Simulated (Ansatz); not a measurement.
## Geometry relaxation of CH₇BrGe (part 1 of 2)

- system: CH₇BrGe
- method: RKS LDA/def2-SVP (Ansatz 0.2.0)

It belongs to a series of runs on one base structure; here: end point B relaxed. Figures and captions count atoms from 1; the log counts them from 0 in places.

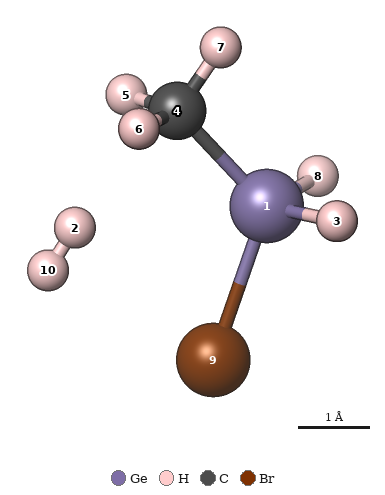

Figure 1. The input geometry (ball-and-stick view, seen at a tilt; atoms are numbered from 1 in the order of the input). Sticks mark near contacts. Bond lengths as drawn: Br–Ge 2.37 Å, C–Ge 1.93 Å, C–H 1.11 Å, Ge–H 1.54 Å and H–H 0.73 Å.

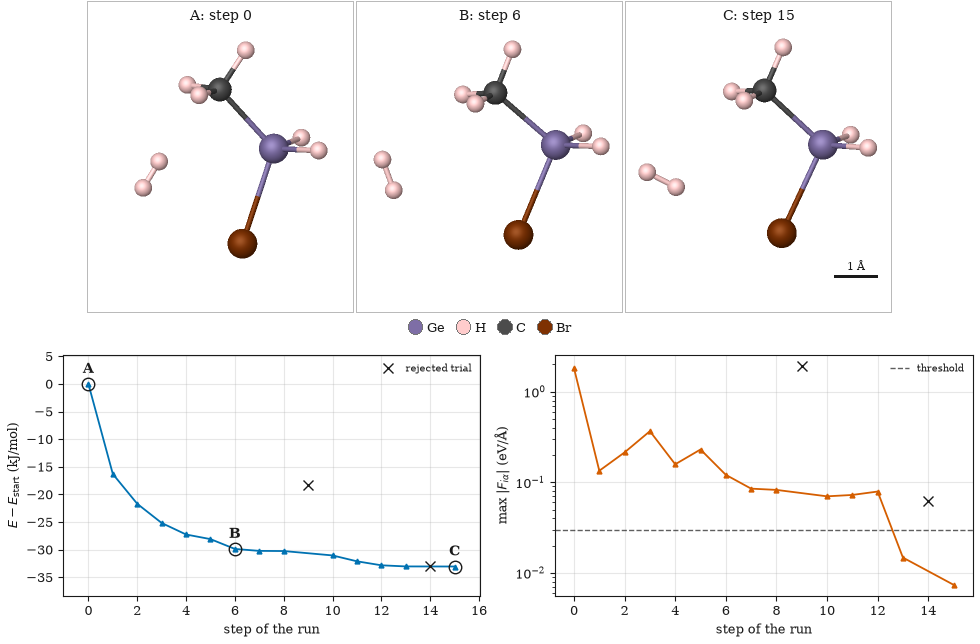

Figure 2. Frames of the relaxation (ball-and-stick view, seen at a tilt) above the curves, on which the letters mark them (the first geometry is step 0 here and step 1 in the log).

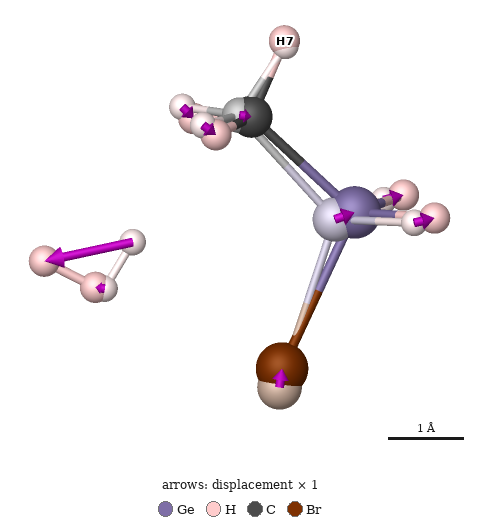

Figure 3. Start (faint) and end (solid) with the displacements as pink arrows, at true length (ball-and-stick view, seen at a tilt). The two geometries are laid on each other by the best rigid fit. The atom that moves furthest after the best rigid fit is H2 (1.22 Å). By element the largest moves are H 1.22 Å, Ge 0.28 Å, Br 0.25 Å, C 0.16 Å. Distances before and after: Ge1–Br9 2.374 → 2.310 Å, H2–H10 0.728 → 0.786 Å, Ge1–C4 1.931 → 1.926 Å. Among the angles that change: C4–Ge1–Br9 119.4° → 108.0°, Ge1–C4–H7 104.2° → 109.5°, H3–Ge1–C4 109.4° → 112.6°. Over 15 geometry steps the energy falls by 33.0 kJ/mol. Largest force component: 1.8 eV/Å at the start, 0.0074 eV/Å at the end. The line search rejected the trial steps at points 9, 14 (counted from 0) and went back. (Atoms are counted from 1 in the order of the input.)

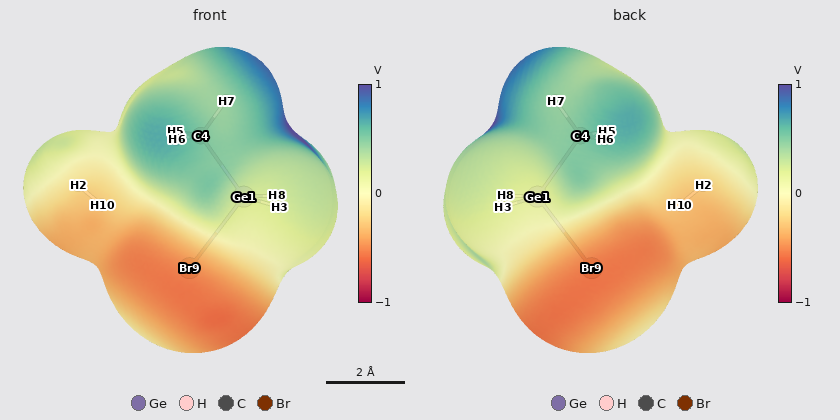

Figure 4. The molecular electrostatic potential painted on the density surface at 0.001 e/bohr³, seen face on and from behind; red is negative and blue positive.

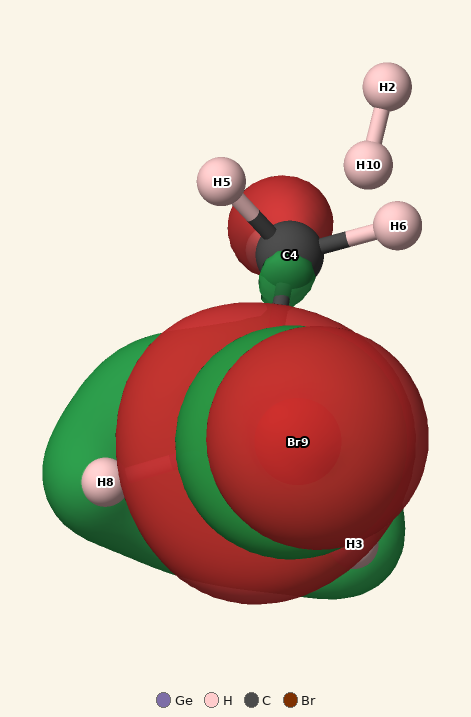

Figure 5. One frontier orbital at ±0.1 Å⁻³ᐟ² (green and red are the two phases), seen at an oblique angle. The LUMO, at −1.16 eV. Its weight (Hirshfeld) is mainly on Ge1 (45 %) and Br9 (35 %).

These pictures come from the run below.

### Input file
```yaml
crystal:
  periodic: [false, false, false]
  atoms:
    - { symbol: Ge, position_ang: [0.317271, -0.34691, -0.713764] }
    - { symbol: H, position_ang: [-0.411945, 0.449097, 1.831019] }
    - { symbol: H, position_ang: [1.634185, 0.071858, -1.401958] }
    - { symbol: C, position_ang: [-0.685965, 1.232246, -0.236237] }
    - { symbol: H, position_ang: [-1.664382, 0.996369, 0.226965] }
    - { symbol: H, position_ang: [-0.114096, 1.913815, 0.42292] }
    - { symbol: H, position_ang: [-0.866058, 1.746154, -1.207482] }
    - { symbol: H, position_ang: [-0.532866, -1.242518, -1.641189] }
    - { symbol: Br, position_ang: [1.038432, -1.829787, 0.993773] }
    - { symbol: H, position_ang: [-0.262076, 0.107875, 2.455953] }
basis:
  gaussian: { orbitals: def2-SVP }
hamiltonian:
  xc: lda
relax:
  f_tol: 0.03
  max_steps: 50
output:
  orbitals: {}
```

Launch command:
```bash
ansatz run input.yaml --threads 4 --pin off --max-ram 5120MiB --backend cpu --events-out ev --progress --plain --runs-dir out
```

### What the program printed
```
The last accepted step is kept in [file] (removed where the run ends without a failure and the disk answers)
Engine: ansatz 0.2.0, aarch64-unknown-linux-gnu
Functional definition: SPW92
  exchange = slater_x
  correlation = pw_c
1260 factors; their error is unknown
mean field evaluation 1: about -127497.0838 eV, gradient 5.8e1 eV
mean field evaluation 2: about -127484.3156 eV, gradient 8.4e1 eV
mean field evaluation 4: about -127504.4683 eV, gradient 5.8e0 eV
mean field evaluation 8: about -127504.5356 eV, gradient 3.6e-1 eV
mean field evaluation 16: about -127504.4409 eV, gradient 1.4e-4 eV
mean field -127504.44093985 eV, -4685.7017789254 hartree, gradient 3.6e-5 eV, S^2 0.000000; 0 other end points of the search recorded, 0 dependent functions left out
the calculation of the forces begins
reference -127504.44097343 eV, -4685.7017801594 hartree; 40, 40 occupied and 73, 73 virtual orbitals, 1260 factors
relax step   1: F+E_penalty+E_count = -127504.44093985 eV  Δ(F+E_penalty+E_count) = +0.000e0 eV  max|allowed force component| = 1.816e0 eV/Å  Δτ_max = 0.0000 Å  (26 SCF iters, accepted)
these checks for a lower state are left out or cut short: starts, cluster_reference, orbital_swaps, neighbouring_geometries, increment
1260 factors; their error is unknown
mean field -127504.60986029 eV, -4685.7079866371 hartree, gradient 1.2e-5 eV, S^2 0.000000; 0 other end points of the search recorded, 0 dependent functions left out
[... from here on the field's lines of each further geometry are left out, up to the last ...]
relax step   2: F+E_penalty+E_count = -127504.60986029 eV  Δ(F+E_penalty+E_count) = -1.689e-1 eV  max|allowed force component| = 1.341e-1 eV/Å  Δτ_max = 0.1995 Å  (26 SCF iters, accepted)
relax step   3: F+E_penalty+E_count = -127504.66573881 eV  Δ(F+E_penalty+E_count) = -5.588e-2 eV  max|allowed force component| = 2.141e-1 eV/Å  Δτ_max = 0.1926 Å  (26 SCF iters, accepted)
relax step   4: F+E_penalty+E_count = -127504.70168137 eV  Δ(F+E_penalty+E_count) = -3.594e-2 eV  max|allowed force component| = 3.669e-1 eV/Å  Δτ_max = 0.1944 Å  (27 SCF iters, accepted)
relax step   5: F+E_penalty+E_count = -127504.72330976 eV  Δ(F+E_penalty+E_count) = -2.163e-2 eV  max|allowed force component| = 1.582e-1 eV/Å  Δτ_max = 0.1901 Å  (28 SCF iters, accepted)
relax step   6: F+E_penalty+E_count = -127504.73197949 eV  Δ(F+E_penalty+E_count) = -8.670e-3 eV  max|allowed force component| = 2.303e-1 eV/Å  Δτ_max = 0.1324 Å  (28 SCF iters, accepted)
relax step   7: F+E_penalty+E_count = -127504.75040247 eV  Δ(F+E_penalty+E_count) = -1.842e-2 eV  max|allowed force component| = 1.210e-1 eV/Å  Δτ_max = 0.2000 Å  (26 SCF iters, accepted)
relax step   8: F+E_penalty+E_count = -127504.75404267 eV  Δ(F+E_penalty+E_count) = -3.640e-3 eV  max|allowed force component| = 8.515e-2 eV/Å  Δτ_max = 0.1008 Å  (28 SCF iters, accepted)
relax step   9: F+E_penalty+E_count = -127504.75434469 eV  Δ(F+E_penalty+E_count) = -3.020e-4 eV  max|allowed force component| = 8.248e-2 eV/Å  Δτ_max = 0.0032 Å  (19 SCF iters, accepted)
relax step  10: F+E_penalty+E_count = -127504.63081276 eV  Δ(F+E_penalty+E_count) = +1.235e-1 eV  max|allowed force component| = 1.939e0 eV/Å  Δτ_max = 0.1904 Å  (26 SCF iters, rejected (line search))
relax step  11: F+E_penalty+E_count = -127504.76257143 eV  Δ(F+E_penalty+E_count) = -8.227e-3 eV  max|allowed force component| = 7.005e-2 eV/Å  Δτ_max = 0.0929 Å  (26 SCF iters, accepted)
relax step  12: F+E_penalty+E_count = -127504.77359999 eV  Δ(F+E_penalty+E_count) = -1.103e-2 eV  max|allowed force component| = 7.254e-2 eV/Å  Δτ_max = 0.1000 Å  (28 SCF iters, accepted)
relax step  13: F+E_penalty+E_count = -127504.78107849 eV  Δ(F+E_penalty+E_count) = -7.478e-3 eV  max|allowed force component| = 7.911e-2 eV/Å  Δτ_max = 0.1183 Å  (27 SCF iters, accepted)
relax step  14: F+E_penalty+E_count = -127504.78319257 eV  Δ(F+E_penalty+E_count) = -2.114e-3 eV  max|allowed force component| = 1.476e-2 eV/Å  Δτ_max = 0.0881 Å  (28 SCF iters, accepted)
relax step  15: F+E_penalty+E_count = -127504.78311466 eV  Δ(F+E_penalty+E_count) = +7.791e-5 eV  max|allowed force component| = 6.142e-2 eV/Å  Δτ_max = 0.0308 Å  (28 SCF iters, rejected (line search))
the calculation of the forces begins
reference -127504.78338358 eV, -4685.7143635002 hartree; 40, 40 occupied and 73, 73 virtual orbitals, 1260 factors
relax step  16: F+E_penalty+E_count = -127504.78334881 eV  Δ(F+E_penalty+E_count) = -1.562e-4 eV  max|allowed force component| = 7.396e-3 eV/Å  Δτ_max = 0.0149 Å  (22 SCF iters, accepted)
1260 factors; their error is unknown
mean field evaluation 128: about -127504.8757 eV, gradient 1.5e0 eV
mean field -127504.78334881 eV, -4685.7143622226 hartree, gradient 1.1e-5 eV, S^2 0.000000; 1 other end points of the search recorded, 0 dependent functions left out
the calculation of the forces begins
reference -127504.78338358 eV, -4685.7143635002 hartree; 40, 40 occupied and 73, 73 virtual orbitals, 1260 factors
Total energy: -127504.78338358 eV, -4685.7143635002 hartree
Atom 0 at     0.367723    -0.373665    -0.988313 Å, force    -0.000734     0.001728    -0.001104 eV/Å
Atom 1 at    -0.687928     0.703999     2.994615 Å, force     0.004728    -0.007396    -0.002649 eV/Å
Atom 2 at     1.698320     0.014610    -1.669230 Å, force    -0.000876     0.000123    -0.000874 eV/Å
Atom 3 at    -0.622668     1.157825    -0.368008 Å, force     0.002152    -0.003428    -0.002601 eV/Å
Atom 4 at    -1.537350     0.826880     0.163859 Å, force    -0.000312     0.000435    -0.000294 eV/Å
Atom 5 at    -0.000387     1.753865     0.329511 Å, force    -0.000076     0.000408    -0.000179 eV/Å
Atom 6 at    -0.910550     1.789901    -1.234366 Å, force    -0.001007     0.001522     0.000790 eV/Å
Atom 7 at    -0.470049    -1.292346    -1.904321 Å, force     0.000436     0.000844    -0.000639 eV/Å
Atom 8 at     0.936648    -1.648724     0.852522 Å, force    -0.000104    -0.000769     0.004689 eV/Å
Atom 9 at    -0.321259     0.165854     2.553731 Å, force    -0.004207     0.006534     0.002860 eV/Å
Dipole moment:    -0.171637     0.337880    -0.299801 e Å
```

### Trajectory as extended XYZ (Å, eV, eV/Å), 16 frames, from step=1 to step=16
```
10
Properties=species:S:1:pos:R:3:forces:R:3 step=1 energy=-127504.44094
Ge    0.3173   -0.3469   -0.7138    0.3596  -0.6161   0.1691
H    -0.4119    0.4491    1.8310   -0.5244   1.0612  -1.3632
H     1.6342    0.0719   -1.4020    0.0048   0.0005  -0.0183
C    -0.6860    1.2322   -0.2362   -0.0236   0.0249   0.0058
H    -1.6644    0.9964    0.2270    0.0080  -0.0052  -0.0036
H    -0.1141    1.9138    0.4229    0.0047   0.0180  -0.0038
H    -0.8661    1.7462   -1.2075    0.0001  -0.0142   0.0141
H    -0.5329   -1.2425   -1.6412    0.0030   0.0003  -0.0045
Br    1.0384   -1.8298    0.9938   -0.1876   0.3946  -0.6114
H    -0.2621    0.1079    2.4560    0.3554  -0.8641   1.8159
10
Properties=species:S:1:pos:R:3:forces:R:3 step=2 energy=-127504.60986
Ge    0.3381   -0.3677   -0.7713    0.0503  -0.0798  -0.0266
H    -0.4923    0.5537    1.9807   -0.0765   0.1008   0.1341
H     1.6545    0.0666   -1.4465   -0.0081   0.0173  -0.0959
C    -0.6675    1.2065   -0.2508    0.0206  -0.0304  -0.0530
H    -1.6421    0.9679    0.2201    0.0177  -0.0577  -0.0103
H    -0.0966    1.8888    0.4097    0.0477  -0.0300  -0.0069
H    -0.8627    1.7343   -1.2115   -0.0126   0.0064   0.0220
H    -0.5296   -1.2581   -1.6836    0.0032   0.0309  -0.0909
Br    1.0413   -1.8227    0.8820   -0.0472   0.0720   0.0072
H    -0.2905    0.1289    2.6013    0.0050  -0.0295   0.1203
```
